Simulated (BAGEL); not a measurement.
**SnH2O2 (SMILES [OH][Sn][OH]), step by step**

Wanted: a series of 15 runs (PBE0/ANO-RCC-VDZP, RI-MP2/ANO-RCC-VDZP) of H2O2Sn. 

The results are computed with BAGEL 1.2.2.

2 further runs of the same task are left out: 2 set aside as unsound or not needed.

### Step 1. The structure to begin with

The species is SnH2O2 (5 atoms), meant as a singlet with charge 0. As SMILES, `[OH][Sn][OH]`. One bond was lengthened or shortened from a relaxed shape.

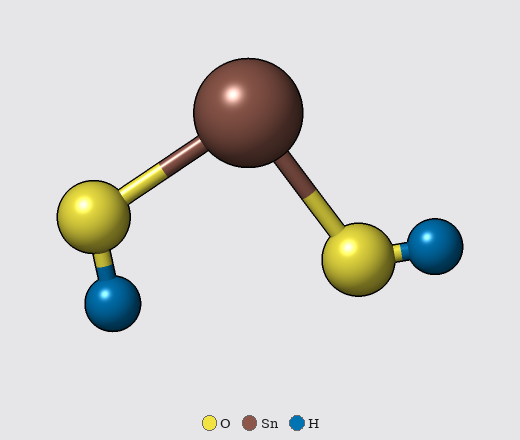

The structure, seen from a chosen angle (oxygen yellow, tin brown, hydrogen blue).

### Step 2. The energy at PBE0/ANO-RCC-VDZP (DKH2, density fitting with AutoAux) (run 1)

Contents of input.json:

```json
{ "bagel": [

{
  "title": "molecule",
  "basis": "ano-rcc-vdzp.json",
  "df_basis": "ano-rcc-vdzp-autoaux.json",
  "angstrom": true,
  "dkh": true,
  "geometry": [
    { "atom": "O", "xyz": [      -1.121873,       0.150282,      -0.646449 ] },
    { "atom": "Sn", "xyz": [      -0.291273,      -0.971418,       0.768251 ] },
    { "atom": "O", "xyz": [       1.424227,      -0.024618,       0.603451 ] },
    { "atom": "H", "xyz": [      -1.901200,      -0.005600,      -0.831400 ] },
    { "atom": "H", "xyz": [       1.389627,       0.667582,      -0.065949 ] }
  ]
},

{
  "title": "ks",
  "xc_func": "pbe0"
},

{
  "title": "print",
  "file": "orbitals.molden",
  "orbitals": true
}

]}
```

The basis set ANO-RCC-VDZP is read from a file made from the Basis Set Exchange's data (not shown).

On the command line:

```console
$ BAGEL_NUM_THREADS=1 BAGEL input.json > input.out
```

The log of the run:

```text
* using 1 threads per process

  ===============================================================
  ===============================================================

  *** Geometry ***

  { "atom" : "O", "xyz" : [     -2.120033,      0.283992,     -1.221612 ] },
  { "atom" : "Sn", "xyz" : [     -0.550426,     -1.835714,      1.451784 ] },
  { "atom" : "O", "xyz" : [      2.691399,     -0.046521,      1.140357 ] },
  { "atom" : "H", "xyz" : [     -3.592747,     -0.010582,     -1.571118 ] },
  { "atom" : "H", "xyz" : [      2.626014,      1.261547,     -0.124626 ] },

  Number of auxiliary basis functions:      934

  Since a DF basis is specified, we compute 2- and 3-index integrals:
    o Being stored without compression. Storage requirement is 0.049 GB

  Number of basis functions:       81
  Number of electrons      :       68

    * METHOD: MOLECULE                             1.35

  *** Kohn-Sham DFT ***

    * Removing 7665 points whose weight is below 1.00e-10
    * Grid points: 66865

  === Nuclear Repulsion ===
   259.9357986976

       - DIIS with orbital gradients will be used.

  === KS iteration (pbe0 / ano-rcc-vdzp.json) ===
      0      -6202.41001403          0.08954027           0.42
      1      -6113.26345204          0.24477618           0.42
      2      -6204.36341943          0.10815321           0.42
      3      -6131.49619115          0.23421598           0.42
      4      -6145.25711142          0.44154489           0.42
      5      -6143.81132175          0.43304232           0.41
      6      -6165.68167451          0.34557722           0.41
      7      -6166.24932006          0.33937442           0.43
      8      -6204.48134473          0.10823688           0.42
      9      -6129.82336466          0.23631961           0.42
     10      -6165.73989088          0.34880652           0.42
     11      -6165.04848217          0.35691623           0.42
     12      -6164.82716898          0.35894311           0.42
     13      -6165.37669202          0.35265376           0.42
     14      -6204.48598729          0.10817218           0.42
     15      -6121.72050362          0.22626854           0.42
     16      -6168.23284160          0.32010075           0.42
     17      -6168.41674138          0.31697928           0.42
     18      -6168.57451774          0.31494445           0.42
     19      -6168.35432093          0.31805009           0.40
     20      -6204.51364092          0.10854324           0.41
     21      -6123.72101068          0.22750008           0.42
     22      -6168.61673218          0.31292231           0.42
     23      -6168.16824003          0.31886269           0.42
     24      -6167.90982532          0.32258792           0.42
     25      -6168.68141927          0.31208557           0.42
     26      -6204.50976682          0.10843910           0.43
[... 60 lines of this table left out ...]
     87      -6123.65707706          0.22707843           0.40
     88      -6167.80125386          0.32310467           0.40
     89      -6168.69835132          0.31040020           0.41
     90      -6168.68937385          0.31090360           0.41
     91      -6168.71397506          0.31079056           0.41
     92      -6204.52321737          0.10852223           0.41
     93      -6123.58037434          0.22736433           0.41
     94      -6167.89424258          0.32299443           0.41
     95      -6168.50456070          0.31490153           0.41
     96      -6168.39302399          0.31563151           0.42
     97      -6168.56981679          0.31260200           0.43
     98      -6204.51746994          0.10849700           0.45
     99      -6123.66357429          0.22734203           0.44
    * Max iteration reached in SCF.

    * Permanent dipole moment:
           (   19.090698,    56.616971,   -45.419202) a.u.

    * METHOD: KS                                  42.73

    * METHOD: PRINT                                0.01

  ===============================================================
```

It took 44 s on 1 thread of Arm Neoverse V2, shared host; peak memory 0.36 GiB.

The iterations ended before the threshold was met.

### Step 3. Bond 4-1 at 0.960 A: the energy at RI-MP2/ANO-RCC-VDZP (DKH2, density fitting with AutoAux) (run 2)

Contents of job.json:

```json
{ "bagel" : [

{
  "title" : "molecule",
  "basis" : "ano-rcc-vdzp.json",
  "df_basis" : "ano-rcc-vdzp-autoaux.json",
  "angstrom" : "true",
  "dkh" : "true",
  "geometry" : [
    { "atom" : "O", "xyz" : [   -0.984345,    0.177791,   -0.613811 ] },
    { "atom" : "Sn", "xyz" : [   -0.153745,   -0.943909,    0.800889 ] },
    { "atom" : "O", "xyz" : [    1.561755,    0.002891,    0.636089 ] },
    { "atom" : "H", "xyz" : [   -1.901200,   -0.005600,   -0.831400 ] },
    { "atom" : "H", "xyz" : [    1.527155,    0.695091,   -0.033311 ] }
  ]
},
{ "title" : "hf" },
{ "title" : "mp2", "ncore" : 20 }

]}
```

The basis set ANO-RCC-VDZP is read from a file made from the Basis Set Exchange's data (not shown).

On the command line:

```console
$ BAGEL_NUM_THREADS=1 BAGEL job.json > job.out
```

The log of the run:

```text
* using 1 threads per process

  ===============================================================
  ===============================================================

  *** Geometry ***

  { "atom" : "O", "xyz" : [     -1.860142,      0.335976,     -1.159935 ] },
  { "atom" : "Sn", "xyz" : [     -0.290536,     -1.783729,      1.513461 ] },
  { "atom" : "O", "xyz" : [      2.951289,      0.005463,      1.202034 ] },
  { "atom" : "H", "xyz" : [     -3.592747,     -0.010582,     -1.571118 ] },
  { "atom" : "H", "xyz" : [      2.885905,      1.313532,     -0.062949 ] },

  Number of auxiliary basis functions:      934

  Since a DF basis is specified, we compute 2- and 3-index integrals:
    o Being stored without compression. Storage requirement is 0.049 GB

  Number of basis functions:       81
  Number of electrons      :       68

    * METHOD: MOLECULE                             1.37

  *** RHF ***

  === Nuclear Repulsion ===
   258.6811641339

      * DIIS with orbital gradients will be used.

  === RHF iteration (ano-rcc-vdzp.json) ===
      0      -6323.00156558          0.03422578           0.24
      1      -6323.11562661          0.03358284           0.24
      2      -6323.54990373          0.00180863           0.24
      3      -6323.55320888          0.00076319           0.23
      4      -6323.55372383          0.00019232           0.22
      5      -6323.55378466          0.00007688           0.22
      6      -6323.55378986          0.00004277           0.22
      7      -6323.55379190          0.00001356           0.23
      8      -6323.55379214          0.00000694           0.24
      9      -6323.55379217          0.00000171           0.23
     10      -6323.55379217          0.00000071           0.23
     11      -6323.55379217          0.00000030           0.23
     12      -6323.55379217          0.00000015           0.22
     13      -6323.55379217          0.00000006           0.23
     14      -6323.55379217          0.00000003           0.22
     15      -6323.55379217          0.00000001           0.23
     16      -6323.55379217          0.00000000           0.23
    * SCF iteration converged.

    * Permanent dipole moment:
           (    1.013002,     0.700658,    -0.230923) a.u.

    * METHOD: HF                                   5.04

  *** RHF ***

  === Nuclear Repulsion ===
   258.6811641339

      * DIIS with orbital gradients will be used.

  === RHF iteration (ano-rcc-vdzp.json) ===
      0      -6323.55379217          0.00000000           0.23
    * SCF iteration converged.

    * Permanent dipole moment:
           (    1.013002,     0.700658,    -0.230923) a.u.

  === DF-MP2 calculation ===

    * freezing 20 orbitals
    * 3-index integral transformation done
    * assembly done

      MP2 correlation energy:   -0.8080249917      0.08

      MP2 total energy:       -6324.3618171595

    * METHOD: MP2                                  0.92

  ===============================================================
```

It took 7.5 s on 1 thread of Arm Neoverse V2, shared host; peak memory 0.21 GiB.

Runs 3 to 14 aren't shown in full; the table further down has their settings and results.

### Step 4. Bond 4-1 at 2.688 A: a single-point energy at PBE0/ANO-RCC-VDZP (DKH2, density fitting with AutoAux) (run 15)

Contents of input.json:

```json
{ "bagel" : [

{
  "title" : "molecule",
  "basis" : "ano-rcc-vdzp.json",
  "df_basis" : "ano-rcc-vdzp-autoaux.json",
  "angstrom" : true,
  "dkh" : true,
  "geometry" : [
    { "atom" : "O", "xyz" : [       0.666089,       0.507914,      -0.222127 ] },
    { "atom" : "Sn", "xyz" : [       1.496689,      -0.613786,       1.192573 ] },
    { "atom" : "O", "xyz" : [       3.212189,       0.333014,       1.027773 ] },
    { "atom" : "H", "xyz" : [      -1.901200,      -0.005600,      -0.831400 ] },
    { "atom" : "H", "xyz" : [       3.177589,       1.025214,       0.358373 ] }
  ]
},

{ "title" : "ks", "xc_func" : "pbe0" },

{ "title" : "print", "file" : "orbitals.molden", "orbitals" : true }

]}
```

The basis set ANO-RCC-VDZP is read from a file made from the Basis Set Exchange's data (not shown).

On the command line:

```console
$ BAGEL_NUM_THREADS=1 BAGEL input.json > input.out
```

The log of the run:

```text
* using 1 threads per process

  ===============================================================
  ===============================================================

  *** Geometry ***

  { "atom" : "O", "xyz" : [      1.258726,      0.959818,     -0.419759 ] },
  { "atom" : "Sn", "xyz" : [      2.828332,     -1.159887,      2.253636 ] },
  { "atom" : "O", "xyz" : [      6.070157,      0.629305,      1.942209 ] },
  { "atom" : "H", "xyz" : [     -3.592747,     -0.010582,     -1.571118 ] },
  { "atom" : "H", "xyz" : [      6.004773,      1.937374,      0.677227 ] },

  Number of auxiliary basis functions:      934

  Since a DF basis is specified, we compute 2- and 3-index integrals:
    o Being stored without compression. Storage requirement is 0.049 GB

  Number of basis functions:       81
  Number of electrons      :       68

    * METHOD: MOLECULE                             1.26

  *** Kohn-Sham DFT ***

    * Removing 6416 points whose weight is below 1.00e-10
    * Grid points: 68114

  === Nuclear Repulsion ===
   251.7611746414

       - DIIS with orbital gradients will be used.

  === KS iteration (pbe0 / ano-rcc-vdzp.json) ===
      0      -6205.18401990          0.08702047           0.41
      1      -6119.57032628          0.23504470           0.39
      2      -6206.95371390          0.10614788           0.39
      3      -6138.23850307          0.27550474           0.39
      4      -6156.26866637          0.40565916           0.39
      5      -6156.73610528          0.40528451           0.39
      6      -6166.91917376          0.34747098           0.39
      7      -6160.15551546          0.39682358           0.39
      8      -6207.17242768          0.10678460           0.39
      9      -6138.15411504          0.30091535           0.39
     10      -6170.87918863          0.29237285           0.39
     11      -6171.10484073          0.29028480           0.39
     12      -6169.54725549          0.30929715           0.39
     13      -6167.34331178          0.33651826           0.39
     14      -6207.19101343          0.10706212           0.39
     15      -6134.54423389          0.24433993           0.39
     16      -6170.06189611          0.30404585           0.40
     17      -6170.86917546          0.29539897           0.40
     18      -6170.17651436          0.30083861           0.40
     19      -6170.78214382          0.29447790           0.39
     20      -6207.16611492          0.10669413           0.40
     21      -6129.83329137          0.21548724           0.40
     22      -6172.94579520          0.27477025           0.40
     23      -6173.14153685          0.27369260           0.39
     24      -6173.38286373          0.27228166           0.40
     25      -6173.77354715          0.26730092           0.40
     26      -6207.09584038          0.10632501           0.40
[... 60 lines of this table left out ...]
     87      -6129.94897363          0.21558027           0.39
     88      -6173.24090210          0.27595582           0.39
     89      -6173.25579367          0.27585687           0.39
     90      -6173.04390651          0.27744284           0.39
     91      -6173.31833520          0.27479967           0.39
     92      -6207.12628689          0.10651729           0.40
     93      -6133.89899845          0.24082243           0.41
     94      -6170.67880592          0.29261247           0.40
     95      -6168.77694198          0.31557026           0.40
     96      -6169.84280304          0.30398624           0.40
     97      -6170.16643127          0.30121361           0.40
     98      -6207.15123219          0.10685143           0.40
     99      -6130.25596485          0.21621426           0.40
    * Max iteration reached in SCF.

    * Permanent dipole moment:
           (   24.795661,    53.570599,   -40.118171) a.u.

    * METHOD: KS                                  40.25

    * METHOD: PRINT                                0.01

  ===============================================================
```

Wall time 42 s (1 thread of Arm Neoverse V2, shared host); peak memory 0.36 GiB.

No converged result was reached.

### Step 5. All runs side by side

| run | level | frozen core orbitals | partner | energy (Eh) | wall time |
| --- | --- | --- | --- | --- | --- |
| 1 | PBE0/ANO-RCC-VDZP (DKH2, density fitting with AutoAux) | – | bond 4-1 at 0.816 A | not converged | 44 s |
| 2 | RI-MP2/ANO-RCC-VDZP (DKH2, density fitting with AutoAux) | 20 | bond 4-1 at 0.960 A | -6324.361817 | 7.5 s |
| 3 | PBE0/ANO-RCC-VDZP (DKH2, density fitting with AutoAux) | – | bond 4-1 at 0.960 A | not converged | 43 s |
| 4 | RI-MP2/ANO-RCC-VDZP (DKH2, density fitting with AutoAux) | 20 | bond 4-1 at 1.104 A | -6324.350015 | 7.5 s |
| 5 | PBE0/ANO-RCC-VDZP (DKH2, density fitting with AutoAux) | – | bond 4-1 at 1.104 A | not converged | 43 s |
| 6 | RI-MP2/ANO-RCC-VDZP (DKH2, density fitting with AutoAux) | 20 | bond 4-1 at 1.296 A | -6324.311449 | 7.2 s |
| 7 | PBE0/ANO-RCC-VDZP (DKH2, density fitting with AutoAux) | – | bond 4-1 at 1.296 A | not converged | 42 s |
| 8 | RI-MP2/ANO-RCC-VDZP (DKH2, density fitting with AutoAux) | 20 | bond 4-1 at 1.536 A | -6324.259182 | 7.8 s |
| 9 | PBE0/ANO-RCC-VDZP (DKH2, density fitting with AutoAux) | – | bond 4-1 at 1.536 A | not converged | 43 s |
| 10 | RI-MP2/ANO-RCC-VDZP (DKH2, density fitting with AutoAux) | 20 | bond 4-1 at 1.824 A | -6324.207592 | 8.4 s |
| 11 | PBE0/ANO-RCC-VDZP (DKH2, density fitting with AutoAux) | – | bond 4-1 at 1.824 A | not converged | 42 s |
| 12 | RI-MP2/ANO-RCC-VDZP (DKH2, density fitting with AutoAux) | 20 | bond 4-1 at 2.208 A | -6324.162685 | 8.4 s |
| 13 | PBE0/ANO-RCC-VDZP (DKH2, density fitting with AutoAux) | – | bond 4-1 at 2.208 A | not converged | 42 s |
| 14 | RI-MP2/ANO-RCC-VDZP (DKH2, density fitting with AutoAux) | 20 | bond 4-1 at 2.688 A | -6324.139160 | 8.7 s |
| 15 | PBE0/ANO-RCC-VDZP (DKH2, density fitting with AutoAux) | – | bond 4-1 at 2.688 A | not converged | 42 s |

### Step 6. Outcome

| quantity | value |
| --- | --- |
| bond 4-1 at 2.688 A, run 14: total energy | -6324.13916 Eh |
| bond 4-1 at 2.688 A, run 14: correlation energy (20 core orbitals frozen) | -900.9 mEh |

**Reading.** The lowest energy is that of run 2; the highest lies 6.059 eV above it. In runs 10, 12, 14 a closed-shell determinant meets a far-stretched bond, which it describes badly. All runs together took 6.6 min, the longest 44 s. 8 of the 15 runs did not end normally.
